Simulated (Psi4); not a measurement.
# BH4O− (SMILES [BH3-]O): UHF/may-cc-pVTZ (density fitting)

What is the energy change on altering one bond length of BH4O− at UHF/may-cc-pVTZ (density fitting)? 

Program for the calculation: Psi4 1.11.

3 further runs of the same task are left out: 3 set aside as unsound or not needed.

**1. The system as given**

BH4O−: 6 atoms, total charge -1, spin state singlet. As SMILES, `[BH3-]O`. The coordinates come from a GFN2-xTB relaxation.

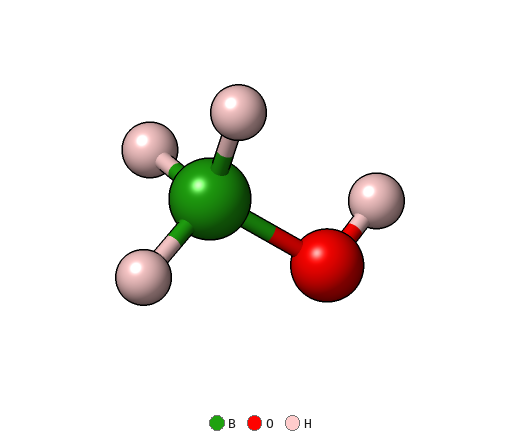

The structure, seen from a chosen angle (boron green, oxygen red, hydrogen pink).

**2. A single-point energy at UHF/may-cc-pVTZ (density fitting)**

bh4o.py reads:

```python
import psi4

psi4.set_memory('1600 MB')
psi4.set_num_threads(1)
psi4.set_output_file('output.dat', False)

m = psi4.geometry("""
-1 1
B
O 1 1.505544
H 1 1.246866 2 110.79883
H 1 1.218351 3 109.7335 2 119.21777
H 1 1.246525 4 109.76027 3 -118.18543
H 2 0.957322 1 105.37986 4 179.97447
units angstrom
""")

psi4.set_options({
    'reference': 'uhf',
    'scf_type': 'df',
})

energy_value, wavefunction = psi4.energy('scf/may-cc-pVTZ', molecule=m, return_wfn=True)
print('E =', round(energy_value, 9))
for k, v in sorted(psi4.core.scalar_variables().items()):
    print(f'{k:45s} {v:18.10f}')
```

Command:

```bash
python bh4o.py
```

output.dat, shortened:

```text
[...]
  Running in c1 symmetry.
[...]
  Nuclear repulsion =   33.272250106991066
[...]
  Multiplicity = 1
[...]
  Nalpha       = 9
  Nbeta        = 9
[...]
    Number of basis functions: 124
[...]
   @DF-UHF iter   1:  -101.77270678913314   -8.31090e-01   4.41055e-03 ADIIS/DIIS
[...]
   @DF-UHF iter   8:  -101.91985402598954   -3.22474e-08   2.35389e-07 DIIS
[...]
   @S^2 Observed:               -3.552713679E-15
[...]
    Orbital Energies [Eh]
    ---------------------
    Alpha Occupied:
       1A    -20.301159     2A     -7.327339     3A     -1.074057
       4A     -0.478178     5A     -0.387682     6A     -0.292908
       7A     -0.283550     8A     -0.186846     9A     -0.156923
    Alpha Virtual:
      10A      0.172645    11A      0.177573    12A      0.180339
      13A      0.202619    14A      0.326709    15A      0.339827
      16A      0.366294    17A      0.412256    18A      0.435468
      19A      0.445253    20A      0.473603    21A      0.499670
      22A      0.534191    23A      0.543683    24A      0.550032
      25A      0.747407    26A      0.799723    27A      0.799835
[...]
  @DF-UHF Final Energy:  -101.91985402598954
   => Energetics <=
    Nuclear Repulsion Energy =             33.2722501069910663
    One-Electron Energy =                -209.4068994833504007
    Two-Electron Energy =                  74.2147953503697977
    Total Energy =                       -101.9198540259895367
  UHF NO Occupations:
  HONO-2 :    7  A 2.0000000
  HONO-1 :    8  A 2.0000000
[...]
 Multipole Moments:
 ------------------------------------------------------------------------------------
     Multipole            Electronic (a.u.)      Nuclear  (a.u.)        Total (a.u.)
 ------------------------------------------------------------------------------------
 L = 1.  Multiply by 2.5417464519 to convert [e a0] to [Debye]
 Dipole X            :         -0.2395520            0.6865443            0.4469923
 Dipole Y            :         -0.1407239            0.4003046            0.2595807
 Dipole Z            :          2.8653337           -1.7455330            1.1198007
 Magnitude           :                                                    1.2333442
[...]
```

Standard output:

```text
E = -101.919854026
CURRENT ENERGY                                   -101.9198540260
CURRENT REFERENCE ENERGY                         -101.9198540260
DD SOLVATION ENERGY                                 0.0000000000
HF KINETIC ENERGY                                 101.8650508318
HF POTENTIAL ENERGY                              -203.7849048577
HF TOTAL ENERGY                                  -101.9198540260
HF VIRIAL RATIO                                     2.0005379980
NUCLEAR REPULSION ENERGY                           33.2722501070
ONE-ELECTRON ENERGY                              -209.4068994834
PCM POLARIZATION ENERGY                             0.0000000000
PE ENERGY                                           0.0000000000
SCF ITERATION ENERGY                             -101.9198540260
SCF ITERATIONS                                      8.0000000000
SCF TOTAL ENERGY                                 -101.9198540260
TWO-ELECTRON ENERGY                                74.2147953504
```

Wall time 4.5 s (1 thread of Intel Xeon Platinum 8259CL at 2.50GHz (Skylake/Cascade Lake), shared host); peak memory 0.23 GiB.

**3. The distorted shape**

bh4o_ase.py reads:

```python
import numpy as np
from ase.calculators.psi4 import Psi4
from ase import Atoms

atoms = Atoms(['B', 'O', 'H', 'H', 'H', 'H'], positions=[
    [-1.212051, 0.303138, -0.133105],
    [-1.150931, 1.493008, 0.787295],
    [1.062740, -0.650510, -0.499740],
    [-1.679681, 0.671988, -1.195955],
    [-1.926381, -0.595692, 0.352345],
    [-0.780611, 1.162148, 1.605745],
])
calc = Psi4(atoms=atoms, method='scf', basis='may-cc-pVTZ', memory='1600MB', num_threads=1, charge=-1, multiplicity=1, label='bh4o', reference='uhf')
calc.psi4.set_options({'scf_type': 'df', 'guess_mix': True})
atoms.calc = calc

print(f'energy: {atoms.get_potential_energy():.6f} eV')
```

Command:

```bash
python bh4o_ase.py
```

bh4o.dat, shortened:

```text
[...]
  Running in c1 symmetry.
[...]
  Nuclear repulsion =   31.370973116503890
[...]
  Multiplicity = 1
[...]
  Nalpha       = 9
  Nbeta        = 9
[...]
    Number of basis functions: 124
[...]
   @DF-UHF iter   1:  -101.69656605776687   -9.96242e-01   4.12037e-03 ADIIS/DIIS
[...]
   @DF-UHF iter  15:  -101.83996917213182   -3.83801e-07   3.87927e-07 DIIS
[...]
   @S^2 Observed:                2.586970478E-07
[...]
    Orbital Energies [Eh]
    ---------------------
    Alpha Occupied:
       1A    -20.378985     2A     -7.467730     3A     -1.146399
       4A     -0.541566     5A     -0.442026     6A     -0.357184
       7A     -0.338443     8A     -0.256652     9A     -0.092411
    Alpha Virtual:
      10A      0.165285    11A      0.167936    12A      0.174054
      13A      0.214287    14A      0.295199    15A      0.313306
      16A      0.322873    17A      0.344877    18A      0.382868
      19A      0.413626    20A      0.446542    21A      0.450442
      22A      0.483601    23A      0.498570    24A      0.570999
      25A      0.679512    26A      0.710279    27A      0.744968
[...]
  @DF-UHF Final Energy:  -101.83996917213182
   => Energetics <=
    Nuclear Repulsion Energy =             31.3709731165038903
    One-Electron Energy =                -204.3791556217756238
    Two-Electron Energy =                  71.1682133331399314
    Total Energy =                       -101.8399691721318163
  UHF NO Occupations:
  HONO-2 :    7  A 2.0000000
  HONO-1 :    8  A 2.0000000
[...]
 Multipole Moments:
 ------------------------------------------------------------------------------------
     Multipole            Electronic (a.u.)      Nuclear  (a.u.)        Total (a.u.)
 ------------------------------------------------------------------------------------
 L = 1.  Multiply by 2.5417464519 to convert [e a0] to [Debye]
 Dipole X            :         -3.4180218            1.2023743           -2.2156475
 Dipole Y            :          3.8949443           -2.2406989            1.6542454
 Dipole Z            :          2.1907790           -0.6514272            1.5393518
 Magnitude           :                                                    3.1646841
[...]
```

Standard output:

```text
energy: -2771.206714 eV
```

Wall time 4.8 s (1 thread of Intel Xeon Platinum 8259CL at 2.50GHz (Skylake/Cascade Lake), shared host); peak memory 0.25 GiB.

**4. Results**

Level: UHF/may-cc-pVTZ (density fitting).

```
                                                              quantity          value
                                             first shape: total energy  -101.91985 Eh
                                              first shape: HOMO energy       -4.27 eV
                                              first shape: LUMO energy        4.70 eV
    first shape: HOMO–LUMO gap (to an unbound level, set by the basis)        8.97 eV
                                         distorted shape: total energy  -101.83997 Eh
                                          distorted shape: HOMO energy       -2.51 eV
                                          distorted shape: LUMO energy        4.50 eV
distorted shape: HOMO–LUMO gap (to an unbound level, set by the basis)        7.01 eV
     energy change with the B1–H3 bond stretched from 1.247 to 2.494 Å       2.174 eV
```

**Reading.** With the B1–H3 bond stretched from 1.247 to 2.494 Å the energy rises by 2.17 eV (210 kJ/mol). The first shape isn't relaxed at this level, so the change isn't measured from a minimum.
